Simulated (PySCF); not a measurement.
C3H9ClOSi (SMILES CO[Si](C)(C)Cl)

Input

```
{"job": {"kind": "nmr", "xc": "PBE0", "basis": "pcSseg-1", "pop": false}, "charge": 0, "multiplicity": 1}
C      2.103800    -0.180300    -0.937200
O      0.743000    -0.488000    -0.684500
Si    -0.296700    -0.061500     0.441800
C     -1.735300    -1.307700     0.211700
C     -0.757800     1.783200     0.449100
Cl     0.413100    -0.243500     2.381700
H      2.334600     0.858400    -0.950700
H      2.777200    -0.558900    -0.195500
H      2.454700    -0.558700    -1.889500
H     -2.277600    -1.079000    -0.627300
H     -2.342200    -1.218300     1.074000
H     -1.324000    -2.324700     0.145200
H      0.206700     2.316000     0.648000
H     -0.898100     2.175800    -0.576400
H     -1.450700     1.992400     1.251300
```

Command:

```sh
OMP_NUM_THREADS=1 python probes_run.py task.json out
```

Geometry: GFN2-xTB, MD frame at 250 fs, 400 K.

Computed with PBE0/pcSseg-1, SCF density, gas phase, non-relativistic (PySCF).

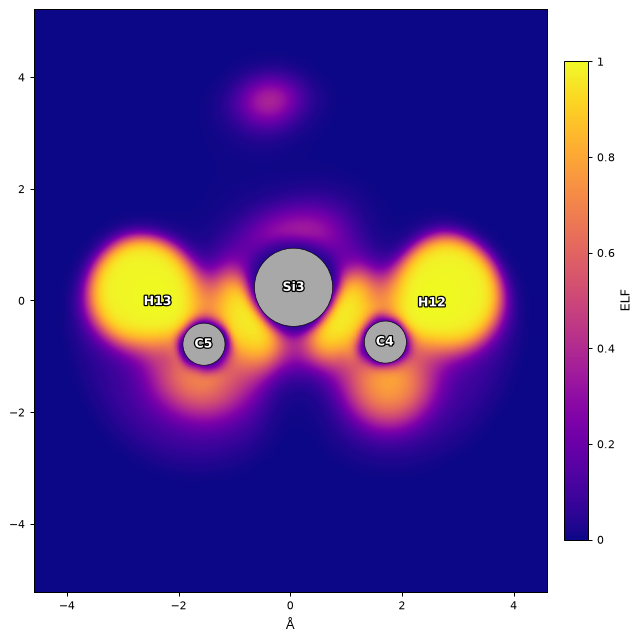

Figure 1. Electron localisation function on the plane of atoms Si3, C5 and H13. Grey discs cover the atomic cores.

Q: Describe what can be read from this map.

A: The plane passes through Si, C and H nuclei. C–Si (1.90 Å): the ELF peaks at about 0.95 between the atoms; a shared electron pair.

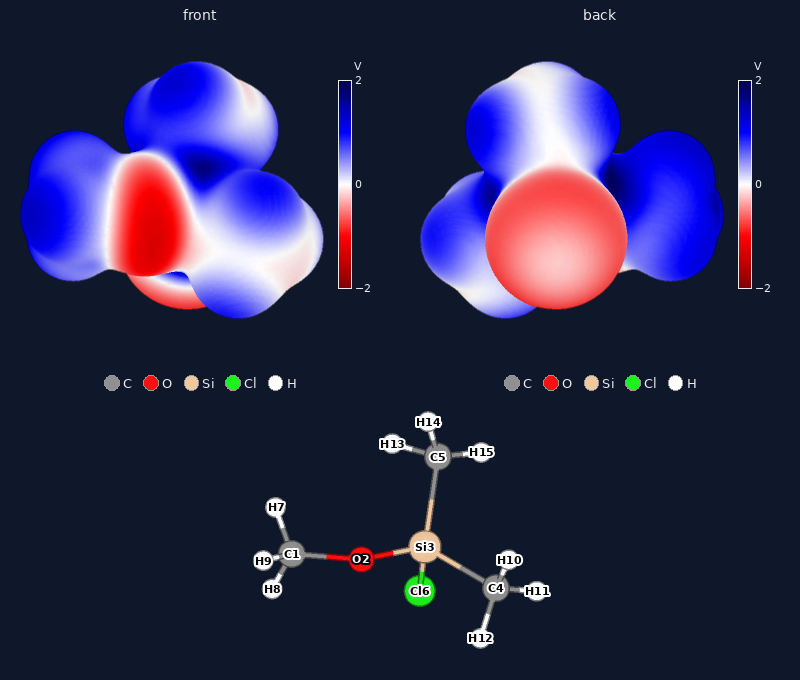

Figure 2. The molecular electrostatic potential painted on the density surface at 0.004 e/bohr³, seen from the front and from behind; the colour scale runs from red (negative) to blue (positive). The bare structure is drawn below in the same view.

Q: Describe the electrostatic potential map.

A: The most negative region (about −1.2 V, or −28 kcal/mol for a unit charge) lies over O2, the most positive (about +1.8 V, or +42 kcal/mol for a unit charge) over Si3. O2 is the likeliest acceptor of a hydrogen bond.
